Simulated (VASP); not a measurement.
Band structure of BP (space group F-43m). All values below come from r2SCAN+rVV10, VASP's PBE PAW potentials (set 64) (plane waves; VASP).

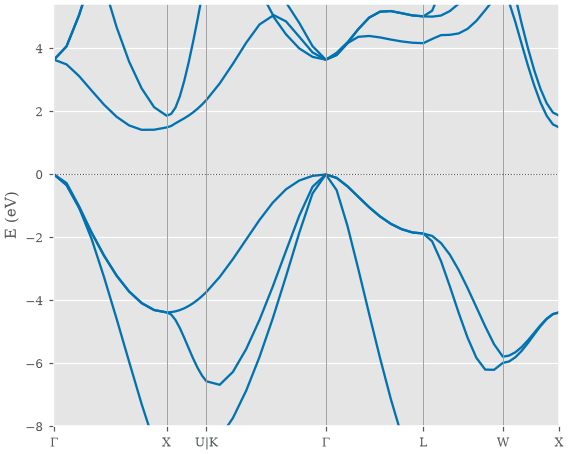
Bands along high-symmetry lines, zero at the valence-band maximum or, without a gap, the Fermi level

Problem. Read the plot: is there a gap, and where are the band edges?

Solution. The gap is indirect, 1.42 eV, from the valence maximum at Γ to the conduction minimum at Γ-X at 0.78.

The structure comes from a measured BP entry (F-43m) of the Crystallography Open Database, whose conditions weren't checked. It was relaxed first.
